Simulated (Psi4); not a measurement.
# CHClGaNO (SMILES O=C=[N][GaH][Cl]): BLYP/6-31G(d) (spherical functions)

What is the vertical ionisation energy of CHClGaNO at BLYP/6-31G* (spherical functions)? 

Program for the calculation: Psi4 1.11.

1 further run of the same task is left out (set aside as unsound or not needed).

## (1) The system as given

CHClGaNO has 6 atoms, charge 0, and is taken as a singlet. As SMILES, `O=C=[N][GaH][Cl]`. Geometry: relaxed at PBE0-D4/def2-TZVP. This is one conformer, not always the lowest.

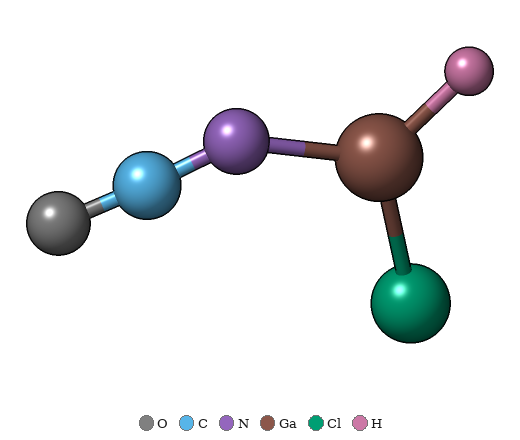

Viewed from a chosen angle; oxygen grey, carbon blue, nitrogen purple, gallium brown, chlorine teal, hydrogen pink.

## (2) Energy and forces at BLYP/6-31G(d) (spherical functions)

Contents of chclgano.dat:

```
memory 1.6 GB

molecule {
  0 1
  O     -1.32318623    -4.96355464    -1.31657219
  C     -1.30731253    -2.80813302    -0.88363594
  N     -1.43014473    -0.57579955    -0.46846311
  Ga     0.46959694     2.12480805     0.52099749
  Cl     4.34145680     1.31260377     1.28085637
  H     -0.67066380     4.78932189     0.77988997
  units au
  symmetry c1
  no_reorient
  no_com
}

set basis 6-31G*
set puream true
set e_convergence 1e-09
set d_convergence 1e-08
set scf_type pk
set dft_radial_points 99
set dft_spherical_points 590

E, wfn = gradient("blyp", return_wfn=True)
oeprop(wfn, "MAYER_INDICES", "MULLIKEN_CHARGES", "WIBERG_LOWDIN_INDICES")
print_variables()
```

Launch:

```console
psi4 chclgano.dat chclgano.out -n 1
```

chclgano.out:

```text
[...]
  Running in c1 symmetry.
[...]
  Nuclear repulsion =  378.168383066356114
[...]
  Multiplicity = 1
[...]
  Nalpha       = 35
  Nbeta        = 35
[...]
    Number of basis functions: 94
[...]
   @RKS iter   1: -2551.17978442232334   -8.43071e-01   3.39324e-02 ADIIS/DIIS
[...]
   @RKS iter  16: -2553.54923818158431   -1.72804e-11   8.62598e-09 DIIS
[...]
    Orbital Energies [Eh]
    ---------------------
    Doubly Occupied:
       1A   -371.104896     2A   -100.726282     3A    -45.431238
       4A    -40.289952     5A    -40.286279     6A    -40.285591
       7A    -18.848552     8A    -14.045172     9A    -10.056043
      10A     -9.171837    11A     -7.001920    12A     -6.996356
      13A     -6.994949    14A     -5.337602    15A     -3.671524
      16A     -3.664094    17A     -3.661539    18A     -1.012926
      19A     -0.851121    20A     -0.798364    21A     -0.786160
      22A     -0.785007    23A     -0.783976    24A     -0.782540
      25A     -0.725318    26A     -0.499749    27A     -0.437911
      28A     -0.406358    29A     -0.405056    30A     -0.377504
      31A     -0.329059    32A     -0.294566    33A     -0.281520
      34A     -0.263372    35A     -0.260718
[...]
  @RKS Final Energy: -2553.54923818158431
   => Energetics <=
    Nuclear Repulsion Energy =            378.1683830663561139
    One-Electron Energy =               -4299.8976179039182171
    Two-Electron Energy =                1492.7926280050478454
    DFT Exchange-Correlation Energy =    -124.6126313490697868
    Empirical Dispersion Energy =           0.0000000000000000
    VV10 Nonlocal Energy =                  0.0000000000000000
    Total Energy =                      -2553.5492381815843146
[...]
 Multipole Moments:
 ------------------------------------------------------------------------------------
     Multipole            Electronic (a.u.)      Nuclear  (a.u.)        Total (a.u.)
 ------------------------------------------------------------------------------------
 L = 1.  Multiply by 2.5417464519 to convert [e a0] to [Debye]
 Dipole X            :        -59.5326913           59.2512288           -0.2814625
 Dipole Y            :        -31.6184297           32.3848034            0.7663737
 Dipole Z            :        -19.5062157           19.5917355            0.0855198
 Magnitude           :                                                    0.8208919
[...]
  -Total Gradient:
     Atom            X                  Y                   Z
    ------   -----------------  -----------------  -----------------
       1        0.001017229571     0.051164307720     0.010426488417
       2       -0.003430688815    -0.008238760107    -0.002453295819
       3        0.009932286915    -0.032846537596    -0.004177587349
       4        0.005793754942    -0.007503479352    -0.000115557470
       5       -0.015517829261     0.002602582901    -0.003174853860
       6        0.002199016829    -0.005185281816    -0.000508112423
[...]
  Mulliken Charges: (a.u.)
   Center  Symbol    Alpha    Beta     Spin     Total
       1     O     4.13836  4.13836  0.00000 -0.27672
       2     C     2.76304  2.76304  0.00000  0.47393
       3     N     3.65289  3.65289  0.00000 -0.30579
       4    GA    15.46298 15.46298  0.00000  0.07405
       5    CL     8.53952  8.53952  0.00000 -0.07904
       6     H     0.44321  0.44321  0.00000  0.11358
   Total alpha = 35.00000, Total beta = 35.00000, Total charge = -0.00000
  Mayer Bond Indices:
[...]
```

Wall time 17 s (1 thread of Intel Xeon 6975P-C (Granite Rapids), shared host); peak memory 0.7 GiB.

## (3) The doublet cation

Contents of job.json:

```json
{
  "schema_name": "qcschema_input",
  "schema_version": 1,
  "molecule": {
    "schema_name": "qcschema_molecule",
    "schema_version": 2,
    "symbols": ["O", "C", "N", "Ga", "Cl", "H"],
    "geometry": [-1.32318623, -4.96355464, -1.31657219, -1.30731253, -2.80813302, -0.88363594, -1.43014473, -0.57579955, -0.46846311, 0.46959694, 2.12480805, 0.52099749, 4.3414568, 1.31260377, 1.28085637, -0.6706638, 4.78932189, 0.77988997],
    "molecular_charge": 1,
    "molecular_multiplicity": 2,
    "fix_symmetry": "c1",
    "fix_com": true,
    "fix_orientation": true
  },
  "driver": "gradient",
  "model": {
    "method": "blyp",
    "basis": "6-31G*"
  },
  "keywords": {
    "reference": "uks",
    "puream": true,
    "e_convergence": 1e-09,
    "d_convergence": 1e-08,
    "scf_type": "pk",
    "dft_radial_points": 99,
    "dft_spherical_points": 590,
    "maxiter": 100
  }
}
```

Launch:

```console
psi4 --qcschema job.json -n 1 --memory 1600MB
```

stdout, shortened:

```text
[...]
  Running in c1 symmetry.
[...]
  Nuclear repulsion =  378.168383066356114
[...]
  Multiplicity = 2
[...]
  Nalpha       = 35
  Nbeta        = 34
[...]
    Number of basis functions: 94
[...]
   @UKS iter   1: -2550.63656759303194   -2.99854e-01   3.42350e-02 ADIIS/DIIS
[...]
   @UKS iter  22: -2553.17243784838092   -1.36424e-12   5.20738e-09 DIIS
[...]
   @S^2 Observed:                7.542674924E-01
[...]
  @UKS Final Energy: -2553.17243784838092
   => Energetics <=
    Nuclear Repulsion Energy =            378.1683830663561139
    One-Electron Energy =               -4283.6441026279553625
    Two-Electron Energy =                1476.5654992982067597
    DFT Exchange-Correlation Energy =    -124.2622175849882211
    Empirical Dispersion Energy =           0.0000000000000000
    VV10 Nonlocal Energy =                  0.0000000000000000
    Total Energy =                      -2553.1724378483809232
[...]
 Multipole Moments:
 ------------------------------------------------------------------------------------
     Multipole            Electronic (a.u.)      Nuclear  (a.u.)        Total (a.u.)
 ------------------------------------------------------------------------------------
 L = 1.  Multiply by 2.5417464519 to convert [e a0] to [Debye]
 Dipole X            :        -58.7536728           59.2512288            0.4975560
 Dipole Y            :        -31.8964619           32.3848034            0.4883416
 Dipole Z            :        -19.3898014           19.5917355            0.2019341
 Magnitude           :                                                    0.7258215
[...]
  -Total Gradient:
     Atom            X                  Y                   Z
    ------   -----------------  -----------------  -----------------
       1        0.000620153644     0.038865063924     0.007883370734
       2        0.002320256550     0.024153118420     0.005363900165
       3        0.006843668516    -0.026920837096    -0.003735719125
       4        0.006514464138    -0.043700267116    -0.007145743329
       5       -0.017648153626     0.010704180438    -0.002070278397
       6        0.001343112989    -0.003108669906    -0.000298561500
[...]
```

The result, in JSON:

```text
{
 "driver": "gradient",
 "model": {
  "method": "blyp",
  "basis": "6-31G*"
 },
 "success": true,
 "return_result": [0.000620153643993559, 0.03886506392386624, 0.007883370733808404, 0.002320256549659387, 0.02415311841958029, 0.0053639001649263, 0.006843668515651713, -0.02692083709628129, -0.003735719125231754, 0.006514464137718496, -0.043700267115934104, -0.00714574332935866, -0.017648153625631657, 0.010704180438338557, -0.002070278397172984, 0.0013431129894084723, -0.0031086699062794765, -0.0002985615003246716],
 "properties": {
  "calcinfo_nbasis": 94,
  "calcinfo_nmo": 94,
  "calcinfo_nalpha": 35,
  "calcinfo_nbeta": 34,
  "calcinfo_natom": 6,
  "nuclear_repulsion_energy": 378.1683830663561,
  "return_energy": -2553.172437848381,
  "return_gradient": [0.000620153643993559, 0.03886506392386624, 0.007883370733808404, 0.002320256549659387, 0.02415311841958029, 0.0053639001649263, 0.006843668515651713, -0.02692083709628129, -0.003735719125231754, 0.006514464137718496, -0.043700267115934104, -0.00714574332935866, -0.017648153625631657, 0.010704180438338557, -0.002070278397172984, 0.0013431129894084723, -0.0031086699062794765, -0.0002985615003246716],
  "scf_one_electron_energy": -4283.644102627955,
  "scf_two_electron_energy": 1476.5654992982068,
  "scf_xc_energy": -124.26221758498822,
  "scf_dipole_moment": [0.4975560448879861, 0.4883415780407532, 0.20193409731606593],
  "scf_total_energy": -2553.172437848381,
  "scf_total_gradient": [0.000620153643993559, 0.03886506392386624, 0.007883370733808404, 0.002320256549659387, 0.02415311841958029, 0.0053639001649263, 0.006843668515651713, -0.02692083709628129, -0.003735719125231754, 0.006514464137718496, -0.043700267115934104, -0.00714574332935866, -0.017648153625631657, 0.010704180438338557, -0.002070278397172984, 0.0013431129894084723, -0.0031086699062794765, -0.0002985615003246716],
  "scf_iterations": 22
 }
}
```

Wall time 26 s (1 thread of Intel Xeon 6975P-C (Granite Rapids), shared host); peak memory 0.71 GiB.

## (4) Results

Level: BLYP/6-31G* (spherical functions).

| quantity | value |
| --- | --- |
| singlet CHClGaNO: total energy | -2553.54924 Eh |
| singlet CHClGaNO: dipole moment | 2.09 D |
| singlet CHClGaNO: HOMO energy | -7.09 eV |
| singlet CHClGaNO: LUMO energy | -2.46 eV |
| singlet CHClGaNO: HOMO–LUMO gap | 4.63 eV |
| singlet CHClGaNO: largest force on an atom | 2.686 eV/Å |
| doublet cation: total energy | -2553.17244 Eh |
| doublet cation: HOMO energy (highest over α and β) | -13.58 eV |
| doublet cation: LUMO energy (lowest over α and β) | -13.36 eV |
| doublet cation: ⟨S²⟩ | 0.754 |
| doublet cation: largest force on an atom | 2.302 eV/Å |
| vertical ionisation energy (to the doublet cation) | 10.253 eV |

**Reading.** The vertical ionisation energy comes to 10.25 eV (989 kJ/mol). The largest force (singlet CHClGaNO) is 2.69 eV/Å: the shape isn't a stationary point for this species at this level. −ε(HOMO) before ionisation, 7.09 eV, is 3.16 eV below this ionisation energy. Mulliken charges (singlet CHClGaNO) run from -0.31 on N3 to +0.47 on C2.
